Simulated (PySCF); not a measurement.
Al(OAc)(OH)(OMe), C3H7AlO4, SMILES C[O][Al]([OH])[O]C(C)=O at its GFN2-xTB optimised geometry (Å):

```
15

Al    -0.2127     0.3789     0.0000
O      1.6974     0.3789     0.0000
C      1.6030     0.0683     1.2146
C      2.8312    -0.1427     2.0393
O      0.4630    -0.0728     1.7274
H      2.6700     0.2396     3.0434
H      3.6830     0.3390     1.5687
H      3.0173    -1.2135     2.1061
O     -0.7740     1.9140     0.0000
H     -1.1109     2.7939    -0.0119
O     -0.7361    -0.9937    -0.7332
C     -1.3745    -1.9983    -1.4530
H     -1.6974    -2.7939    -0.7755
H     -2.2516    -1.6008    -1.9708
H     -0.6890    -2.4180    -2.1947
```

Level of theory: PBE0/def2-TZVP (PySCF 2.14.0). Cells within 0.4 Å of a nucleus heavier than hydrogen are left out (blank, or x).

Map of the electrostatic potential (hartree/e), clipped to [-0.08, 0.12] on the plane z = 0.0 Å:

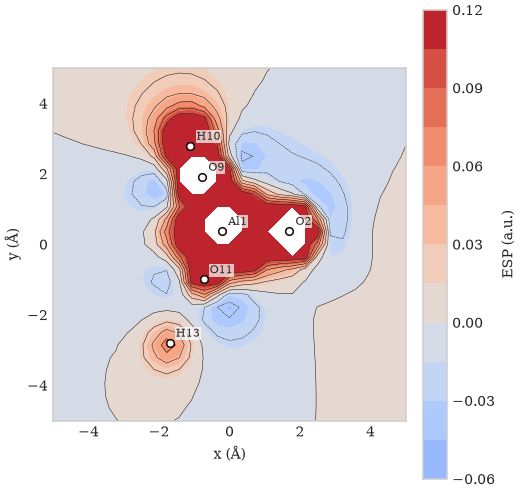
Electrostatic potential (hartree/e), clipped to [-0.08, 0.12] on the plane z = 0.0 Å.
